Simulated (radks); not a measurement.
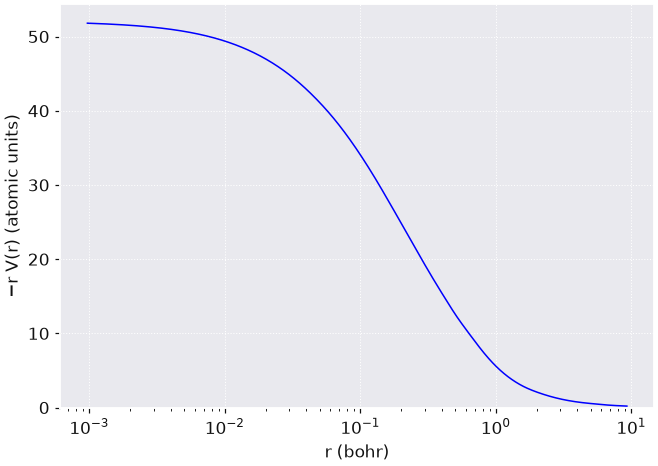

System: a free Te atom, configuration [Kr] 4d10 5s2 5p4 (high spin). Level of theory: scalar-relativistic Kohn-Sham, BLYP, spin-polarised, spherical densities, point nucleus. Computed with the in-house radial solver radks.

```
Z 52
configuration [Kr] 4d10 5s2 5p4
relativity scalar-relativistic
functional b88,lyp
spin polarised
nucleus point
c 137.035999084
```

The run was one of a batch (task.json lists them), launched with:
```bash
python run_ks.py task.json out
```

The plot shows the screened charge −r V(r) of the Kohn-Sham potential of spin up.

Question: What does the plot show?

Answer: Close to the nucleus it reaches 51.8, near the nuclear charge 52. It falls through 26, midway between the nuclear and the ionic charge, at r = 0.18 bohr, and stands at 0.20 at the end of the plot (r = 9.3 bohr); the net charge is 0. The exact potential would level off one unit above the net charge.
